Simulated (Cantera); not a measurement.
Charge: 1 mol Ta, 13 mol N2O, 3 mol H2, 0.18 mol H2O, at 0.190 Pa.

Cantera equilibrium calculation (NASA polynomials, part measured and part estimated; ideal gas, pure solids and liquids). Candidate condensed phases: H2O, Ta, Ta2O5; 27 gas species. Kinetics and transport are ignored.

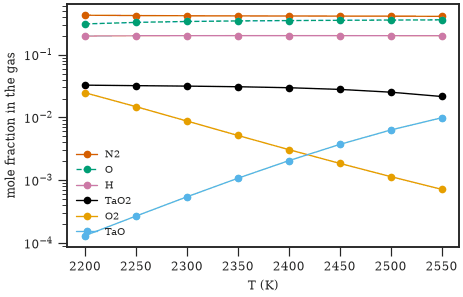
Figure: Equilibrium gas composition (values under 1e-9 drawn at 1e-9)

### Question
Read off the mole fractions at 2200 K.

### Answer
N2 about 0.42, O about 0.31, H about 0.20, TaO2 about 0.033, O2 about 0.025, TaO about 0.00013.
